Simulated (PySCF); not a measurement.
Consider C7H9O2 (SMILES O=C1[CH]O[C@H]1C1CCC1) (doublet).

The calculation's input:

```
{"job": {"kind": "epr", "basis": "pcH-1"}, "charge": 0, "multiplicity": 2}
O      3.089653    -0.263419     0.730175
C      2.347621     0.149914    -0.133543
C      2.251462     0.175264    -1.552353
O      1.087766     0.850734    -1.612402
C      1.000491     0.916578    -0.155603
C     -0.208320     0.214542     0.422519
C     -1.585957     0.718175    -0.047818
C     -1.997535    -0.730648    -0.351027
C     -0.545524    -1.181863    -0.129946
H      2.795101    -0.135051    -2.425293
H      1.054871     1.958046     0.169072
H     -0.098705     0.220053     1.508273
H     -2.178380     1.238727     0.700874
H     -1.514230     1.335188    -0.940685
H     -2.687219    -1.140807     0.382938
H     -2.396793    -0.905518    -1.346901
H     -0.024529    -1.407392    -1.058093
H     -0.398533    -2.006207     0.563396
```

Run with:

```sh
OMP_NUM_THREADS=1 python probes_run.py task.json out
```

Geometry: GFN2-xTB.

All numbers below come from PySCF, UKS B3LYP, pcH-1 on C H O, non-relativistic, mean-field spin-orbit, GIAO.

### What will maps of the electron density, electron localisation function and spin density show?

C–O (1.21 Å): ρ is about 2.3 e/Å³ halfway; the ELF peaks at about 0.85 between the atoms; a multiple bond.
C–C (1.42 Å): the density is about 2 e/Å³ at the midpoint; the ELF is about 0.30 at the midpoint and 0.15 at its lowest between the atoms.
C–H (1.07 Å): ρ at the midpoint is about 1.7 e/Å³; the ELF is about 1 at the midpoint (an ordinary covalent bond to hydrogen).
C–O (1.35 Å): ρ is about 1.7 e/Å³ halfway, with its minimum of 1.5 e/Å³ about 0.5 Å from C; the ELF peaks at about 0.80 between the atoms (a polar covalent bond).
The unpaired spin (1 electron) lies mostly on C3 (about 0.4), O1 (about 0.2), O4 (about 0.2) and C2 (about 0.1), in electrons by Hirshfeld's partition.

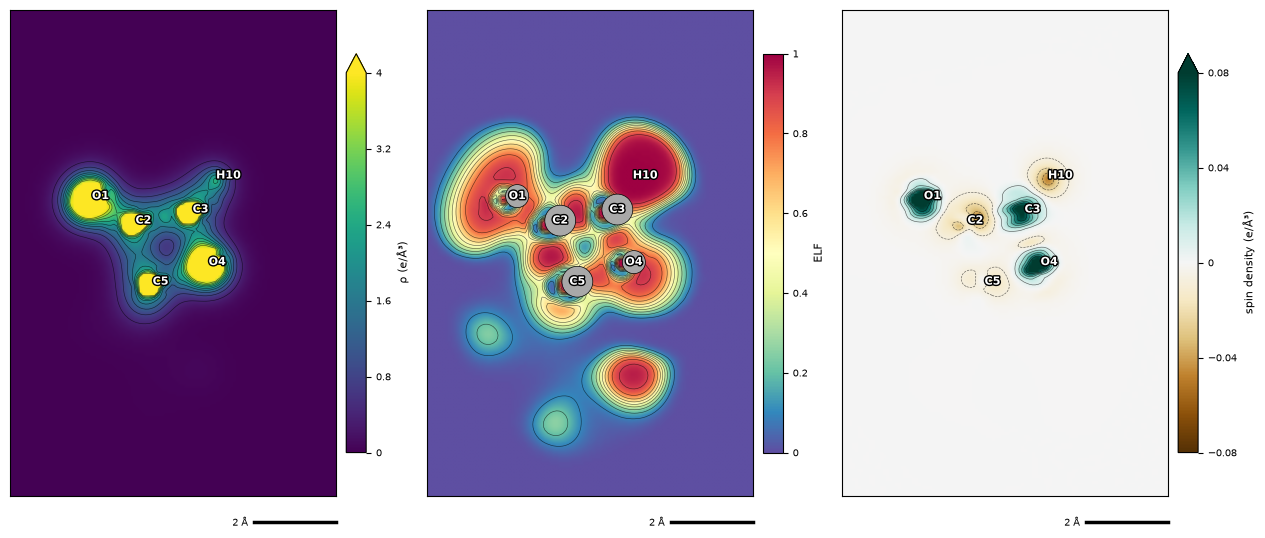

Computed electron density, electron localisation function and spin density on the plane of atoms O4, C3 and H10, in this order. Grey discs cover the atomic cores in the ELF map. 
